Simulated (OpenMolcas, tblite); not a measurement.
**Si2H6O (disilanol): methods side by side**

The species is Si2H6O (9 atoms), meant as a singlet with charge 0. SMILES: `O[SiH2][SiH3]`. The coordinates come from a PBE0-D4/def2-TZVP relaxation. This is one conformer, not always the lowest.

Each level gives the vertical electron affinity (to the doublet anion) (eV). The values are calculated.

The electron affinity is E(neutral) − E(anion): positive where the electron is bound.

| level | kind | program | value (eV) |
| --- | --- | --- | --- |
| GFN2-xTB | semi-empirical | tblite | 2.21 |
| HF/def2-SVPD | Hartree–Fock | OpenMolcas | -1.89 |
| SVWN5/def2-SVPD | LDA | OpenMolcas | -0.66 |
| PBE/def2-SVPD | GGA | OpenMolcas | -0.81 |
| M06-L/def2-SVPD | meta-GGA | OpenMolcas | -1.32 |
| B3LYP/def2-SVPD | global hybrid | OpenMolcas | -0.93 |

Where it was recorded, the anion's HOMO is positive in HF/def2-SVPD, SVWN5/def2-SVPD, PBE/def2-SVPD, M06-L/def2-SVPD, B3LYP/def2-SVPD: a fault of the level (basis or self-interaction), which says nothing on whether the real anion is bound. The values span -1.89 to 2.21 eV. The xTB values lack the empirical shift that such differences need. Negative values mean that the anion is unbound at that level; they are set by how diffuse the basis is and aren't properties of the molecule, whose anion may well be bound.

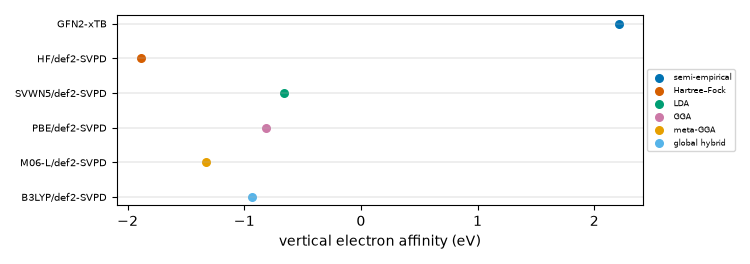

The values of the table, level by level.
